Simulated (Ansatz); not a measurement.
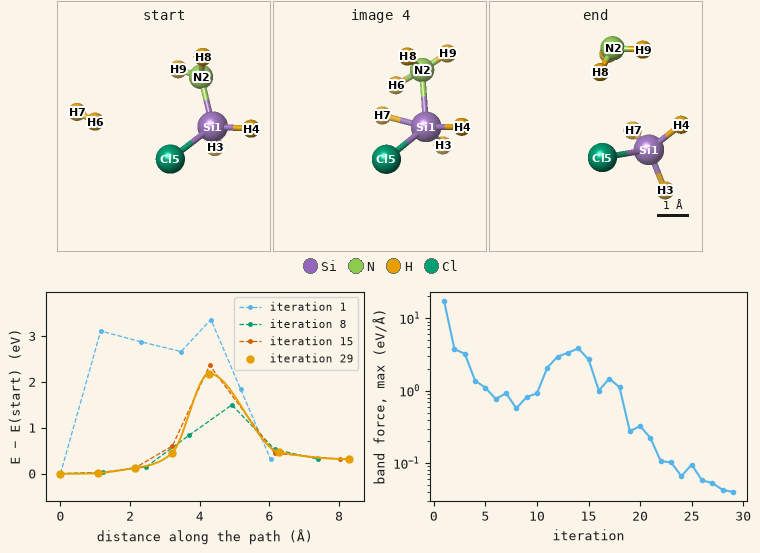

A search for the minimum-energy path of SiNH$_{6}$Cl, made up at the start of SiNH$_{4}$Cl and H2 by the nudged elastic band. Images are numbered from 0 (start) to 6 (end). The plot follows the band through its iterations. A ball-and-stick model, seen at a tilt.

The calculation used Ansatz, RKS B3LYP/def2-SVP. Settings: 5 movable images; climbing image; force threshold 0.05 eV/Å; iteration limit 60; starting path through a guess of the saddle point.

Q: Did the band converge, and can the barrier be trusted?

A: The result is final at these settings. The band converged in 29 iterations. The largest component of the band force went from 17 to 0.04 eV/Å. The climbing image converged on the top of the path. Its vibrational analysis gives one imaginary mode (1487i cm⁻¹), as a transition state must have. The first iteration put the highest image at 3.36 eV. The energy climbs by 2.18 eV to image 4 and then falls by 1.86 eV, so the end point sits at +0.32 eV.

Limits of the set-up: the start holds two separate molecules, 3.0 Å apart at their closest, whose relative position is a soft coordinate and is computed without a dispersion correction.

Cost: 4.7 min on 2 threads of Intel(R) Xeon(R) Platinum 8259CL CPU @ 2.50GHz (Skylake/Cascade Lake), with other jobs on the host, peak memory 0.18 GiB.
